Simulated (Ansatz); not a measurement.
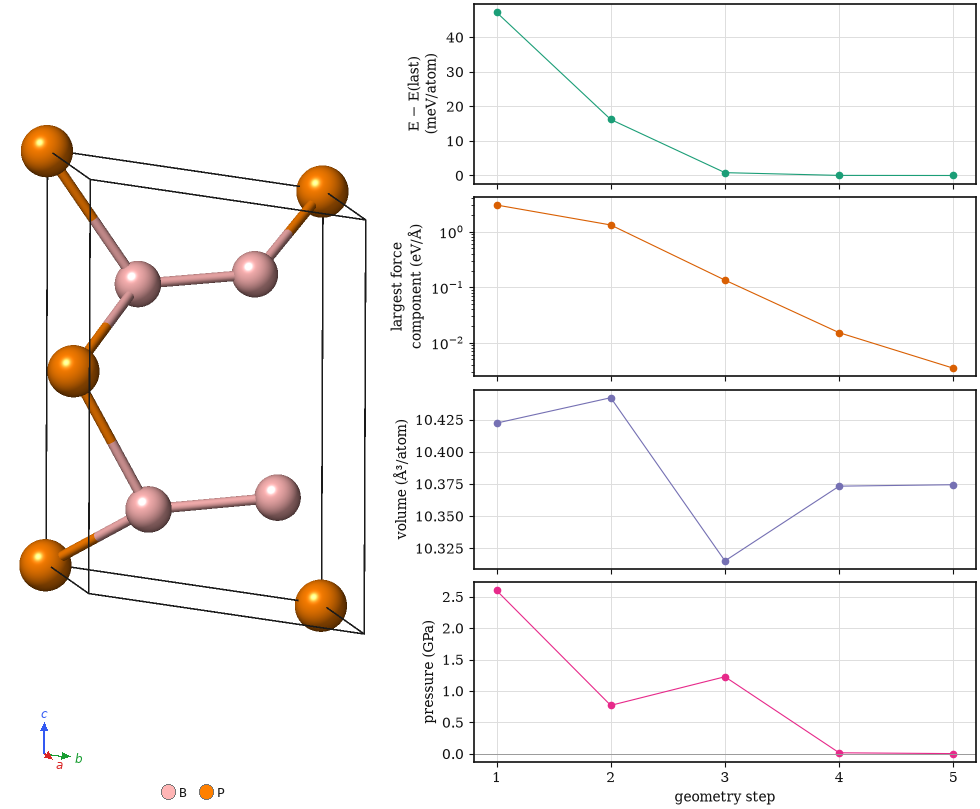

Beside the plot: the structure at the start.

History of a geometry optimisation. Atoms and cell relax. A closing SCF on a freshly chosen basis isn't drawn.

```
crystal:
  lattice:
    - [-1.5024304306, -2.6661663664, 0.0612488586]
    - [0.058216233, 1.8354379722, -3.8787084253]
    - [4.5652899411, -2.6996519022, -0.0435695765]
  atoms:
    - { symbol: B, position: [0.322111295, 0.7039456743, 0.7906752425] }
    - { symbol: B, position: [0.8859595221, 0.7015744854, 0.2919547337] }
    - { symbol: B, position: [0.1463537959, 0.3067803785, 0.7154351708] }
    - { symbol: B, position: [0.6239502769, 0.2742469191, 0.2026256851] }
    - { symbol: P, position: [1.0151493562, 0.9953270779, 0.9964749252] }
    - { symbol: P, position: [0.5064757538, 0.0181254649, 0.5028342426] }
basis:
  ecutwfc: 420
kpoints:
  mp_grid: { grid: [8, 8, 4] }
hamiltonian:
  xc: pbe
scf:
  occupations: { method: gaussian, width: 0.2 }
  lower_state_search: "off"
output:
  forces: true
  stress: true
  eigenvalues: true
relax:
  adjacent_minimum: "off"
  f_tol: 0.025
  max_steps: 60
  cell: { stress_tol: 0.25 }
```

Run as:
```bash
ansatz run input.yaml --threads 1 --pin off --max-ram 2560MiB --backend cpu --events-out ev --progress --plain --runs-dir out
```

Question: How did the optimisation end?

Answer: The optimisation met its thresholds at geometry 5, counting the start as the first. The energy fell by about 47 meV/atom from the first step to the last. The largest force component goes from about 3 eV/Å at the start to 3 × 10⁻³ eV/Å at the end.

Question: What happens to the cell?

Answer: The volume shrinks from 10.42 to 10.37 Å³ per atom (−0.5 %), overshooting to 10.32 at step 3, as the pressure goes from 2.6 GPa to about 0 GPa. The start was expanded.
